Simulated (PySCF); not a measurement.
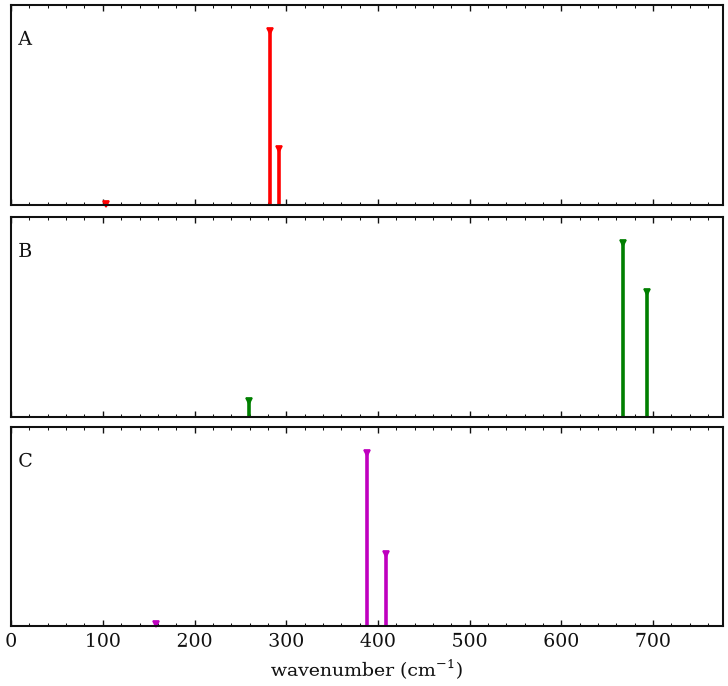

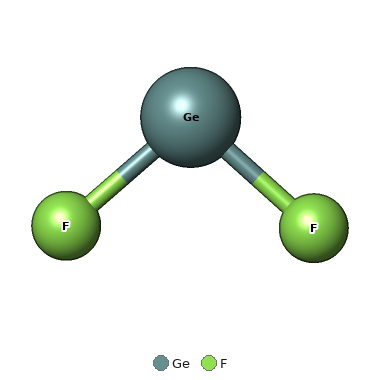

Harmonic infrared lines of GeF₂, GeCl₂ and GeBr₂, all C2v singlets, each the lowest point that its search found (GeF₂ is drawn); the ligand atom changes down one group of the periodic table. PBE0/def2-TZVP, PySCF, unscaled, no spin-orbit coupling; each panel is scaled to its strongest line, degenerate modes are one line with their intensities summed, and dots on the axis are modes too weak to show or inactive.

Which panel belongs to which molecule?

A: GeBr₂ (strongest line 282.8 cm⁻¹); B: GeF₂ (strongest line 667.5 cm⁻¹); C: GeCl₂ (strongest line 388.3 cm⁻¹).

How do the bond length and the stretches change along the series?

Mean bond length: GeF₂ 1.745, GeCl₂ 2.182, GeBr₂ 2.342 Å, rising down the group. Highest a1 mode: GeF₂ 694, GeCl₂ 409, GeBr₂ 292 cm⁻¹, falling down the group.

Limits of at least one run: no scalar relativity.
